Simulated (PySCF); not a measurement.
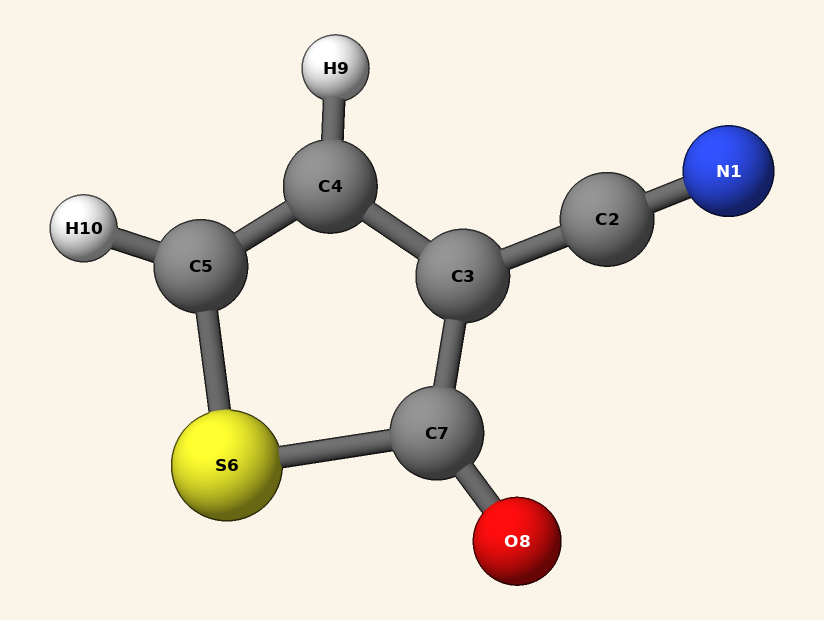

State: charge −1, singlet. Geometry: a frame of a GFN2-xTB molecular-dynamics simulation, not a minimum. Level of theory: GIAO PBE0/pcSseg-1 NMR shielding, non-relativistic, gas phase (PySCF 2.14.0). Principal shieldings σ11 ≤ σ22 ≤ σ33, span Ω = σ33 − σ11, skew κ = 3(σiso − σ22)/Ω.

Give the shielding tensors of the S atoms.

| atom | σ11 | σ22 | σ33 | σiso | Ω | κ |
| --- | --- | --- | --- | --- | --- | --- |
| S6 | 45.5 | 423.5 | 454.4 | 307.8 | 408.9 | −0.85 |

Shieldings and span in ppm.
